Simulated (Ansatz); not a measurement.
# doublet CH6SiTe+ at 6 levels

We compute a comparison of 6 runs (UHF/3-21G, UB3LYP/def2-SVP, UBLYP/def2-SVP, UCAM-B3LYP/def2-SVP, UMP2/def2-SVP, UCCSD/def2-SVP) of doublet CH6SiTe+. 

The results are computed with Ansatz 0.2.0.

55 further runs of the same task are left out: 55 set aside as unsound or not needed. Runs told in other sessions of the task aren't counted.

### 1 Starting point

CH6SiTe+: 9 atoms, total charge +1, spin state doublet. SMILES of the parent species: `C[SiH2][TeH]`. The shape is that of a PBE0-D4/def2-TZVP optimisation. This is one conformer, not always the lowest. That shape belongs to the parent species and isn't relaxed for this state.

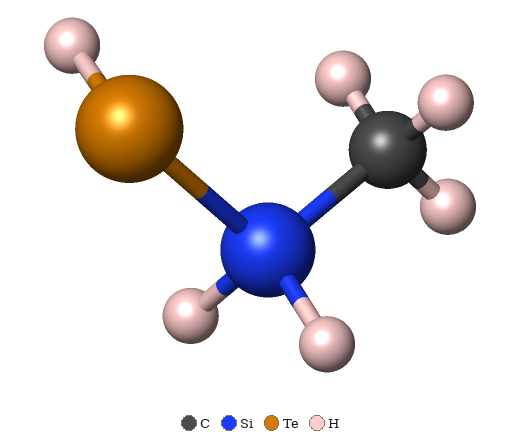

Viewed from a chosen angle; carbon dark grey, silicon blue, tellurium orange, hydrogen pink.

### 2 A single-point energy at UHF/3-21G (run 1)

The input, in.yaml:

```yaml
crystal:
  periodic: [false, false, false]
  atoms:
    - {symbol: C, position_ang: [-0.793600, 0.726300, -0.609100]}
    - {symbol: Si, position_ang: [0.377700, -0.686600, -0.266400]}
    - {symbol: Te, position_ang: [1.980400, -0.179800, 1.584400]}
    - {symbol: H, position_ang: [-1.456300, 0.475200, -1.442000]}
    - {symbol: H, position_ang: [-0.240000, 1.632000, -0.862400]}
    - {symbol: H, position_ang: [-1.409800, 0.936300, 0.267700]}
    - {symbol: H, position_ang: [1.262200, -0.952200, -1.431600]}
    - {symbol: H, position_ang: [-0.380500, -1.924300, 0.053300]}
    - {symbol: H, position_ang: [0.748200, -0.073200, 2.689000]}
basis:
  gaussian:
    orbitals: 3-21G-spherical.json
total_charge: 1
magnetization:
  spin_polarized: true
  initial_magnetization: 1
hamiltonian:
  xc: hf
accuracy: high
output: {orbitals: {seedname: orbitals}}
```

The basis set 3-21G is read from a file made from the Basis Set Exchange's data (not shown).

Run with:

```sh
$ ansatz run in.yaml --threads 1 --pin off --max-ram 2610MiB --events-out events.jsonl --progress --plain --runs-dir runs
```

The log of the run:

```text
Warning: RAYON_NUM_THREADS=1 ignored (pool sized by the plan → 1); use --threads N
Functional definition: HF
  name "HF"
  exchange = exact_x
  correlation = 0
1416 factors; integrals over basis functions are off by at most 5.2e-9 eV
mean field evaluation 1: about -188054.0219 eV, gradient 2.0e1 eV
mean field evaluation 2: about -188054.2691 eV, gradient 2.0e1 eV
mean field evaluation 4: about -188056.6271 eV, gradient 1.3e0 eV
mean field evaluation 8: about -188056.6593 eV, gradient 1.1e-1 eV
mean field evaluation 16: about -188056.6599 eV, gradient 3.0e-8 eV
mean field -188056.65994730 eV, -6910.9547836810 hartree, gradient 3.0e-8 eV, S^2 0.759193; 0 other end points of the search recorded, 0 dependent functions left out
reference -188056.65994730 eV, -6910.9547836810 hartree; 39, 38 occupied and 26, 27 virtual orbitals, 1416 factors
Total energy: -188056.65994730 eV, -6910.9547836810 hartree
```

Wall time 2.5 s (1 thread of Arm Neoverse V1, shared host); peak memory 0.23 GiB.

### 3 The energy at UB3LYP/def2-SVP (core potential) (run 2)

The input, run.yaml:

```yaml
crystal:
  periodic: [false, false, false]
  atoms:
    - {symbol: C, position_ang: [-0.793600, 0.726300, -0.609100]}
    - {symbol: Si, position_ang: [0.377700, -0.686600, -0.266400]}
    - {symbol: Te, position_ang: [1.980400, -0.179800, 1.584400]}
    - {symbol: H, position_ang: [-1.456300, 0.475200, -1.442000]}
    - {symbol: H, position_ang: [-0.240000, 1.632000, -0.862400]}
    - {symbol: H, position_ang: [-1.409800, 0.936300, 0.267700]}
    - {symbol: H, position_ang: [1.262200, -0.952200, -1.431600]}
    - {symbol: H, position_ang: [-0.380500, -1.924300, 0.053300]}
    - {symbol: H, position_ang: [0.748200, -0.073200, 2.689000]}
basis:
  gaussian: {orbitals: def2-SVP}
total_charge: 1
magnetization: {spin_polarized: true, initial_magnetization: 1}
hamiltonian: {xc: {name: B3LYP}}
accuracy: high
output: {orbitals: {seedname: orbitals}}
```

Run with:

```sh
$ ansatz run run.yaml --threads 1 --pin off --max-ram 2610MiB --events-out events.jsonl --progress --plain --runs-dir runs
```

The log of the run:

```text
Warning: RAYON_NUM_THREADS=1 ignored (pool sized by the plan → 1); use --threads N
Functional definition: B3LYP
  name "B3LYP"
  parameter a0 = 0.2
  parameter ax = 0.72
  parameter ac = 0.81
  exchange = (1 - a0 - ax)*slater_x + ax*b88_x + a0*exact_x
  correlation = (1 - ac)*vwn_rpa_c + ac*lyp_c
2131 factors; integrals over basis functions are off by at most 3.5e-9 eV
mean field evaluation 1: about -16287.0809 eV, gradient 4.4e1 eV
mean field evaluation 2: about -16259.0596 eV, gradient 6.9e1 eV
mean field evaluation 4: about -16297.2727 eV, gradient 5.0e0 eV
mean field evaluation 8: about -16297.5277 eV, gradient 8.6e-2 eV
mean field evaluation 16: about -16297.5278 eV, gradient 5.8e-4 eV
mean field -16297.52778187 eV, -598.9230991228 hartree, gradient 4.3e-8 eV, S^2 0.752574; 0 other end points of the search recorded, 0 dependent functions left out
reference -16297.52782308 eV, -598.9231006370 hartree; 25, 24 occupied and 63, 64 virtual orbitals, 2131 factors
Total energy: -16297.52782308 eV, -598.9231006370 hartree
```

Run time: 19 s. Hardware: 1 thread of Arm Neoverse V1, shared host; peak memory 0.46 GiB.

Runs 3 to 5 aren't shown in full; the table further down has their settings and results.

### 4 The energy at UCCSD/def2-SVP (core potential) (run 6)

The input, molecule.yaml:

```yaml
crystal:
  periodic: [false, false, false]
  atoms:
    - symbol: C
      position_ang: [-0.793600, 0.726300, -0.609100]
    - symbol: Si
      position_ang: [0.377700, -0.686600, -0.266400]
    - symbol: Te
      position_ang: [1.980400, -0.179800, 1.584400]
    - symbol: H
      position_ang: [-1.456300, 0.475200, -1.442000]
    - symbol: H
      position_ang: [-0.240000, 1.632000, -0.862400]
    - symbol: H
      position_ang: [-1.409800, 0.936300, 0.267700]
    - symbol: H
      position_ang: [1.262200, -0.952200, -1.431600]
    - symbol: H
      position_ang: [-0.380500, -1.924300, 0.053300]
    - symbol: H
      position_ang: [0.748200, -0.073200, 2.689000]
basis:
  gaussian:
    orbitals: def2-SVP
total_charge: 1
magnetization:
  spin_polarized: true
  initial_magnetization: 1
correlation:
  method: ccsd
  frozen_orbitals: {C: 1, H: 0, Si: 5, Te: 4}
accuracy: high
scf:
  omitted_lower_state_checks: [cluster_reference, increment]
```

Run with:

```sh
$ ansatz run molecule.yaml --threads 1 --pin off --max-ram 2610MiB --events-out events.jsonl --progress --plain --runs-dir runs
```

The log of the run:

```text
Warning: RAYON_NUM_THREADS=1 ignored (pool sized by the plan → 1); use --threads N
[... 12 lines left out ...]
10 core orbitals not correlated: weight in the atoms' cores, before any rotation towards them, 1.000 or more for the frozen orbitals, at most 0.000 for the correlated occupied ones
[... 28 lines left out ...]
Total energy: -16253.53694891 eV, -597.3064658294 hartree
Checks for a lower state left out: cluster_reference, increment
```

It took 71 s on 1 thread of Arm Neoverse V1, shared host; peak memory 1 GiB.

### 5 All runs side by side

| run | level | core potential | frozen core orbitals | energy (Eh) | HOMO energy (eV) | LUMO energy (eV) | ⟨S²⟩ | wall time |
| --- | --- | --- | --- | --- | --- | --- | --- | --- |
| 1 | UHF/3-21G | none | – | -6910.954784 | -16.28 | -6.95 | 0.759 | 2.5 s |
| 2 | UB3LYP/def2-SVP (core potential) | def2-SVP | – | -598.923101 | -13.40 | -10.85 | 0.753 | 19 s |
| 3 | UBLYP/def2-SVP (core potential) | def2-SVP | – | -598.719391 | -12.21 | -11.29 | 0.752 | 13 s |
| 4 | UCAM-B3LYP/def2-SVP (core potential) | def2-SVP | – | -598.778117 | -14.95 | -9.52 | 0.753 | 23 s |
| 5 | UMP2/def2-SVP (core potential) | def2-SVP | 10 | -597.254879 | – | – | 0.762 | 4.8 s |
| 6 | UCCSD/def2-SVP (core potential) | def2-SVP | 10 | -597.306466 | – | – | 0.762 | 71 s |

### 6 What came out

| quantity | value |
| --- | --- |
| run 6: total energy | -597.30647 Eh |
| run 6: correlation energy (10 core orbitals frozen) | -397.5 mEh |
| run 6: ⟨S²⟩ of the reference determinant | 0.762 |
| run 6: T1 diagnostic | 0.011 |

In words: Totals of different functionals can't be ranked against each other. Some runs of one species differ in core potentials or relativity; totals across that change don't compare. In run 1 relativity is left out where basis or elements ask for it. All runs together took 2.2 min, the longest 71 s.
